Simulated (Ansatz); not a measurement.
# SiH6O: geometry relaxation (part 2 of 2)

The same run, continued: SiH6O; RKS PBE/def2-mTZVP (Ansatz 0.2.0). It belongs to a series of runs on one base structure; here: end point A relaxed.

Geometry of the input (Å):
```
Si -0.1395  0.1322  0.0778
O  -0.1234  0.0865  1.7571
H  -0.9878  0.2446  2.1812
H  1.2711  0.3094  -0.3688
H  -0.9597  1.2980  -0.3945
H  -0.7174  -1.1042  -0.5424
H  1.2875  -2.0008  0.8118
H  1.0996  -1.7350  1.4457
```

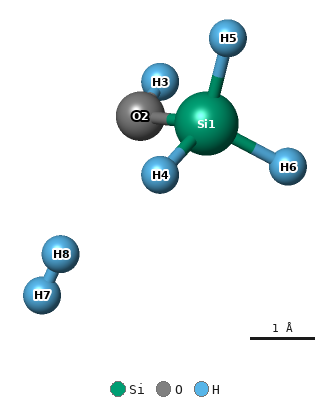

The geometry at step 16 of the log (ball-and-stick view, seen at a tilt; atoms are numbered from 1 in the order of the input).

### Trajectory as extended XYZ, continued
```
8
Properties=species:S:1:pos:R:3:forces:R:3 step=4 energy=-10016.52288
Si   -0.2343    0.2814    0.0328   -0.0390   0.0772  -0.0461
O    -0.1844    0.2414    1.7086   -0.1660   0.0293   0.0851
H    -1.0517    0.2795    2.1546    0.1412  -0.0184  -0.0580
H     1.1825    0.4440   -0.3986    0.0107  -0.0101  -0.0189
H    -1.0572    1.4340   -0.4716    0.0231  -0.0208   0.0300
H    -0.8075   -0.9744   -0.5512    0.0014  -0.0176  -0.0097
H     1.5975   -2.4628    0.9896    0.0140  -0.0262   0.0217
H     1.2855   -2.0125    1.5037    0.0146  -0.0135  -0.0041
8
Properties=species:S:1:pos:R:3:forces:R:3 step=5 energy=-10016.53082
Si   -0.2689    0.3395    0.0019   -0.0287  -0.0804   0.1277
O    -0.2080    0.2862    1.6795    0.0269  -0.0248  -0.0210
H    -1.0616    0.2452    2.1463    0.0396   0.0057  -0.0781
H     1.1461    0.4753   -0.4496   -0.0049   0.0328   0.0237
H    -1.0826    1.5047   -0.4671   -0.0219   0.0417  -0.0629
H    -0.8510   -0.9143   -0.5849   -0.0184   0.0334   0.0022
H     1.6813   -2.6111    1.0943   -0.0057   0.0100   0.0309
H     1.3750   -2.0949    1.5475    0.0132  -0.0183  -0.0225
8
Properties=species:S:1:pos:R:3:forces:R:3 step=6 energy=-10016.53359
Si   -0.2847    0.3579   -0.0084   -0.0163  -0.0373   0.0769
O    -0.2080    0.2854    1.6669   -0.0315  -0.0201   0.0137
H    -1.0582    0.2358    2.1408    0.0714   0.0057  -0.0873
H     1.1286    0.5019   -0.4624   -0.0034   0.0000   0.0090
H    -1.0913    1.5316   -0.4725   -0.0252   0.0319  -0.0250
H    -0.8831   -0.8838   -0.6041    0.0025   0.0211   0.0048
H     1.7235   -2.6802    1.1593   -0.0500   0.0900   0.0745
H     1.4036   -2.1179    1.5484    0.0526  -0.0914  -0.0665
8
Properties=species:S:1:pos:R:3:forces:R:3 step=7 energy=-10016.53519
Si   -0.2999    0.3754   -0.0204   -0.0047  -0.0168   0.0151
O    -0.2027    0.2675    1.6509   -0.0932  -0.0004   0.0487
H    -1.0509    0.2287    2.1306    0.0982   0.0014  -0.0785
H     1.1110    0.5173   -0.4811   -0.0006  -0.0019  -0.0083
H    -1.1031    1.5626   -0.4648   -0.0017   0.0058   0.0150
H    -0.9145   -0.8498   -0.6320    0.0024   0.0091   0.0008
H     1.7634   -2.7296    1.2254   -0.0597   0.1067   0.0683
H     1.4271   -2.1415    1.5594    0.0594  -0.1040  -0.0612
8
Properties=species:S:1:pos:R:3:forces:R:3 step=8 energy=-10016.53671
Si   -0.3102    0.3880   -0.0362   -0.0093   0.0059   0.0083
O    -0.1889    0.2396    1.6306   -0.0842  -0.0012   0.0342
H    -1.0318    0.1997    2.1186    0.0836   0.0003  -0.0590
H     1.0948    0.5296   -0.5151   -0.0039  -0.0033  -0.0084
H    -1.1108    1.5937   -0.4386    0.0120  -0.0160   0.0185
H    -0.9449   -0.8171   -0.6669    0.0031   0.0099   0.0006
H     1.7856   -2.7525    1.2913   -0.0565   0.0998   0.0553
H     1.4366   -2.1504    1.5841    0.0552  -0.0954  -0.0494
8
Properties=species:S:1:pos:R:3:forces:R:3 step=9 energy=-10016.53827
Si   -0.3309    0.4130   -0.0762   -0.0455   0.0284   0.0824
O    -0.1436    0.1498    1.5764   -0.0516   0.0248  -0.1590
H    -0.9699    0.1036    2.0891    0.0249  -0.0025  -0.0113
H     1.0568    0.5488   -0.6085   -0.0261   0.0072   0.0110
H    -1.1208    1.6669   -0.3601    0.0780  -0.1108   0.0360
H    -1.0232   -0.7331   -0.7613    0.0202   0.0495   0.0382
H     1.8163   -2.7711    1.4451   -0.1003   0.1725   0.0703
H     1.4457   -2.1473    1.6635    0.1004  -0.1692  -0.0677
8
Properties=species:S:1:pos:R:3:forces:R:3 step=10 energy=-10016.54002
Si   -0.3302    0.4098   -0.0779   -0.0206   0.0185   0.0727
O    -0.1412    0.1381    1.5702   -0.0034   0.0093  -0.0968
H    -0.9648    0.0909    2.0856   -0.0050  -0.0049   0.0071
H     1.0561    0.5459   -0.6114   -0.0134  -0.0069  -0.0027
H    -1.1094    1.6673   -0.3476    0.0272  -0.0454   0.0063
H    -1.0331   -0.7280   -0.7616    0.0144   0.0272   0.0079
H     1.8176   -2.7636    1.4751   -0.0941   0.1600   0.0450
H     1.4355   -2.1298    1.6355    0.0949  -0.1578  -0.0395
8
Properties=species:S:1:pos:R:3:forces:R:3 step=11 energy=-10016.54117
Si   -0.3337    0.4138   -0.0830    0.0051  -0.0194   0.0064
O    -0.1309    0.1131    1.5558   -0.0042   0.0096  -0.0314
H    -0.9488    0.0622    2.0799   -0.0044  -0.0045   0.0086
H     1.0477    0.5401   -0.6300   -0.0024   0.0092  -0.0002
H    -1.1036    1.6788   -0.3289    0.0096  -0.0049   0.0075
H    -1.0499   -0.7064   -0.7791   -0.0062   0.0102   0.0037
H     1.8190   -2.7522    1.5074   -0.0703   0.1183   0.0308
H     1.4306   -2.1188    1.6457    0.0730  -0.1184  -0.0254
8
Properties=species:S:1:pos:R:3:forces:R:3 step=12 energy=-10016.54304
Si   -0.3484    0.4258   -0.1069   -0.0125  -0.0004  -0.0127
O    -0.1096    0.0490    1.5110   -0.0314   0.0046  -0.0098
H    -0.9133   -0.0080    2.0571    0.0187  -0.0003  -0.0165
H     1.0212    0.5436   -0.6852   -0.0054  -0.0082  -0.0005
H    -1.0860    1.7223   -0.2783    0.0071  -0.0114   0.0147
H    -1.1189   -0.6402   -0.8328    0.0179   0.0192   0.0212
H     1.8420   -2.7467    1.6030   -0.0207   0.0366   0.0139
H     1.4435   -2.1151    1.7001    0.0263  -0.0400  -0.0104
8
Properties=species:S:1:pos:R:3:forces:R:3 step=13 energy=-10016.54262 accepted=F
Si   -0.3812    0.4584   -0.1501   -0.0766  -0.0223   0.0912
O    -0.0940   -0.0484    1.4310   -0.0944   0.0490  -0.1397
H    -0.8756   -0.1107    2.0098    0.0501   0.0131  -0.0692
H     0.9710    0.5348   -0.7788   -0.0393   0.0144   0.0153
H    -1.0555    1.8094   -0.1933    0.0812  -0.1506   0.0075
H    -1.2400   -0.5156   -0.9200    0.0735   0.0992   0.0942
H     1.9108   -2.7646    1.7799   -0.0836   0.1317   0.0118
H     1.4949   -2.1327    1.7894    0.0892  -0.1346  -0.0111
8
Properties=species:S:1:pos:R:3:forces:R:3 step=15 energy=-10016.54552
Si   -0.3812    0.4559   -0.1433   -0.0163   0.0067   0.0094
O    -0.1101   -0.0322    1.4403   -0.0306   0.0073  -0.0308
H    -0.8979   -0.0860    2.0094    0.0156   0.0008  -0.0165
H     0.9735    0.5302   -0.7630   -0.0100  -0.0015   0.0006
H    -1.0479    1.8018   -0.2077    0.0191  -0.0441   0.0062
H    -1.2340   -0.5215   -0.9026    0.0196   0.0305   0.0281
H     1.9236   -2.7725    1.7741   -0.0536   0.0843   0.0021
H     1.5044   -2.1451    1.7607    0.0562  -0.0839   0.0009
8
Properties=species:S:1:pos:R:3:forces:R:3 step=16 energy=-10016.54607
Si   -0.3926    0.4675   -0.1589   -0.0426  -0.0060   0.0215
O    -0.1081   -0.0755    1.4054   -0.0438   0.0191  -0.0483
H    -0.8888   -0.1267    1.9848    0.0239   0.0012  -0.0214
H     0.9536    0.5208   -0.7999   -0.0199   0.0069   0.0030
H    -1.0277    1.8316   -0.1714    0.0406  -0.0611   0.0038
H    -1.2875   -0.4632   -0.9311    0.0394   0.0392   0.0390
H     1.9547   -2.7724    1.8459   -0.0788   0.1185  -0.0064
H     1.5268   -2.1514    1.7931    0.0813  -0.1179   0.0087
8
Properties=species:S:1:pos:R:3:forces:R:3 step=17 energy=-10016.54674
Si   -0.3982    0.4697   -0.1641   -0.0216   0.0022   0.0397
O    -0.1120   -0.0921    1.3935   -0.0363   0.0219  -0.0618
H    -0.8905   -0.1393    1.9758    0.0157  -0.0008  -0.0129
H     0.9449    0.5171   -0.8117   -0.0141  -0.0042   0.0005
H    -1.0119    1.8431   -0.1585    0.0219  -0.0600   0.0000
H    -1.3070   -0.4439   -0.9394    0.0322   0.0400   0.0321
H     1.9681   -2.7692    1.8714   -0.0380   0.0583  -0.0040
H     1.5370   -2.1548    1.8010    0.0402  -0.0574   0.0064
8
Properties=species:S:1:pos:R:3:forces:R:3 step=18 energy=-10016.54765
Si   -0.4067    0.4783   -0.1748   -0.0285  -0.0272   0.0581
O    -0.1223   -0.1311    1.3655   -0.0080   0.0355  -0.0856
H    -0.8973   -0.1694    1.9523   -0.0033  -0.0035   0.0065
H     0.9277    0.4970   -0.8409   -0.0074   0.0054   0.0073
H    -0.9825    1.8655   -0.1289    0.0268  -0.0296  -0.0002
H    -1.3532   -0.3868   -0.9572    0.0189   0.0179   0.0122
H     2.0020   -2.7620    1.9247    0.0190  -0.0218   0.0058
H     1.5628   -2.1609    1.8272   -0.0176   0.0234  -0.0041
8
Properties=species:S:1:pos:R:3:forces:R:3 step=19 energy=-10016.54832
Si   -0.4227    0.4864   -0.1895    0.0046  -0.0244   0.0696
O    -0.1360   -0.1863    1.3253   -0.0260   0.0516  -0.1166
H    -0.9039   -0.2139    1.9217   -0.0065  -0.0083   0.0198
H     0.9010    0.4720   -0.8772   -0.0131  -0.0003   0.0031
H    -0.9319    1.8972   -0.0875    0.0154  -0.0480  -0.0016
H    -1.4181   -0.3117   -0.9838    0.0250   0.0268   0.0251
H     2.0486   -2.7482    1.9967   -0.0082   0.0138  -0.0014
H     1.5933   -2.1649    1.8622    0.0087  -0.0113   0.0019
8
Properties=species:S:1:pos:R:3:forces:R:3 step=20 energy=-10016.54863
Si   -0.4236    0.4852   -0.1919   -0.0041  -0.0259   0.0781
O    -0.1412   -0.2076    1.3145   -0.0333   0.0525  -0.1061
H    -0.9073   -0.2297    1.9140    0.0056  -0.0080   0.0092
H     0.8963    0.4580   -0.8862   -0.0107  -0.0024   0.0018
H    -0.9114    1.9015   -0.0727    0.0158  -0.0363  -0.0016
H    -1.4366   -0.2876   -0.9880    0.0255   0.0186   0.0176
H     2.0573   -2.7330    2.0130   -0.0161   0.0236  -0.0050
H     1.5970   -2.1562    1.8652    0.0172  -0.0221   0.0059
8
Properties=species:S:1:pos:R:3:forces:R:3 step=21 energy=-10016.54915
Si   -0.4283    0.4842   -0.1953    0.0169  -0.0475   0.0651
O    -0.1557   -0.2495    1.2929   -0.0561   0.0541  -0.0739
H    -0.9175   -0.2618    1.8991    0.0267  -0.0077  -0.0081
H     0.8829    0.4236   -0.9033   -0.0048   0.0058   0.0029
H    -0.8646    1.9130   -0.0426    0.0062  -0.0238  -0.0030
H    -1.4706   -0.2394   -0.9985    0.0087   0.0193   0.0158
H     2.0785   -2.7008    2.0406   -0.0252   0.0334  -0.0092
H     1.6056   -2.1388    1.8749    0.0276  -0.0335   0.0104
8
Properties=species:S:1:pos:R:3:forces:R:3 step=22 energy=-10016.54959
Si   -0.4344    0.4814   -0.2016    0.0061  -0.0211   0.0754
O    -0.1818   -0.2952    1.2682   -0.0600   0.0513  -0.0687
H    -0.9400   -0.2929    1.8792    0.0330  -0.0078  -0.0165
H     0.8699    0.3850   -0.9192   -0.0180  -0.0074  -0.0031
H    -0.8074    1.9243   -0.0143    0.0066  -0.0248  -0.0019
H    -1.5183   -0.1744   -1.0089    0.0306   0.0097   0.0142
H     2.1156   -2.6707    2.0727   -0.0322   0.0392  -0.0125
H     1.6268   -2.1269    1.8918    0.0340  -0.0391   0.0132
8
Properties=species:S:1:pos:R:3:forces:R:3 step=23 energy=-10016.54995
Si   -0.4396    0.4837   -0.2045    0.0123  -0.0501   0.0800
O    -0.2035   -0.3239    1.2515   -0.0497   0.0617  -0.0779
H    -0.9598   -0.3122    1.8643    0.0224  -0.0083  -0.0064
H     0.8554    0.3534   -0.9322   -0.0023   0.0063  -0.0031
H    -0.7691    1.9333    0.0051    0.0097  -0.0147   0.0003
H    -1.5438   -0.1282   -1.0164    0.0071   0.0041   0.0071
H     2.1459   -2.6526    2.0941   -0.0297   0.0343  -0.0114
H     1.6449   -2.1229    1.9060    0.0302  -0.0331   0.0114
8
Properties=species:S:1:pos:R:3:forces:R:3 step=24 energy=-10016.55022
Si   -0.4429    0.4816   -0.2058    0.0204  -0.0387   0.0627
O    -0.2220   -0.3476    1.2397   -0.0345   0.0554  -0.0777
H    -0.9772   -0.3282    1.8532    0.0094  -0.0090   0.0059
H     0.8464    0.3291   -0.9400   -0.0078   0.0009  -0.0005
H    -0.7318    1.9375    0.0213    0.0007  -0.0204  -0.0018
H    -1.5649   -0.0943   -1.0204    0.0118   0.0104   0.0118
H     2.1673   -2.6321    2.1065   -0.0171   0.0196  -0.0067
H     1.6555   -2.1154    1.9134    0.0171  -0.0182   0.0064
8
Properties=species:S:1:pos:R:3:forces:R:3 step=25 energy=-10016.55053
Si   -0.4430    0.4763   -0.2058   -0.0067  -0.0178   0.0330
O    -0.2500   -0.3847    1.2237   -0.0127   0.0413  -0.0624
H    -1.0048   -0.3536    1.8367   -0.0006  -0.0085   0.0148
H     0.8358    0.2856   -0.9505   -0.0157   0.0028   0.0064
H    -0.6766    1.9384    0.0464    0.0108  -0.0259  -0.0034
H    -1.5934   -0.0398   -1.0222    0.0250   0.0069   0.0118
H     2.1958   -2.5935    2.1199   -0.0122   0.0129  -0.0051
H     1.6665   -2.0981    1.9196    0.0120  -0.0118   0.0048
8
Properties=species:S:1:pos:R:3:forces:R:3 step=26 energy=-10016.55068
Si   -0.4443    0.4723   -0.2044    0.0040  -0.0060   0.0040
O    -0.2662   -0.4068    1.2146   -0.0208   0.0298  -0.0322
H    -1.0198   -0.3698    1.8289    0.0051  -0.0092   0.0115
H     0.8276    0.2600   -0.9545   -0.0094   0.0013   0.0026
H    -0.6394    1.9378    0.0621   -0.0014  -0.0316  -0.0043
H    -1.6066   -0.0115   -1.0240    0.0222   0.0152   0.0185
H     2.2097   -2.5668    2.1244   -0.0177   0.0167  -0.0071
H     1.6694   -2.0845    1.9208    0.0180  -0.0161   0.0070
8
Properties=species:S:1:pos:R:3:forces:R:3 step=27 energy=-10016.55081
Si   -0.4431    0.4689   -0.2034   -0.0065   0.0078  -0.0049
O    -0.2769   -0.4189    1.2106   -0.0220   0.0155  -0.0062
H    -1.0301   -0.3774    1.8255    0.0131  -0.0075   0.0014
H     0.8251    0.2435   -0.9553   -0.0056   0.0007   0.0013
H    -0.6203    1.9350    0.0700    0.0029  -0.0239  -0.0030
H    -1.6127    0.0063   -1.0240    0.0177   0.0072   0.0114
H     2.2174   -2.5508    2.1244   -0.0141   0.0130  -0.0058
H     1.6710   -2.0758    1.9202    0.0146  -0.0128   0.0059
```

### Summary

- outcome: converged
- total energy: −10016.5508 eV
- mean-field energy: −10016.5508 eV
- largest force (length of the vector) at the end: 0.028 eV/Å
- hardware: 1 thread of Arm Neoverse V2, 24 GiB of memory available, shared host
- wall time: 30 s
- peak memory: 0.11 GiB
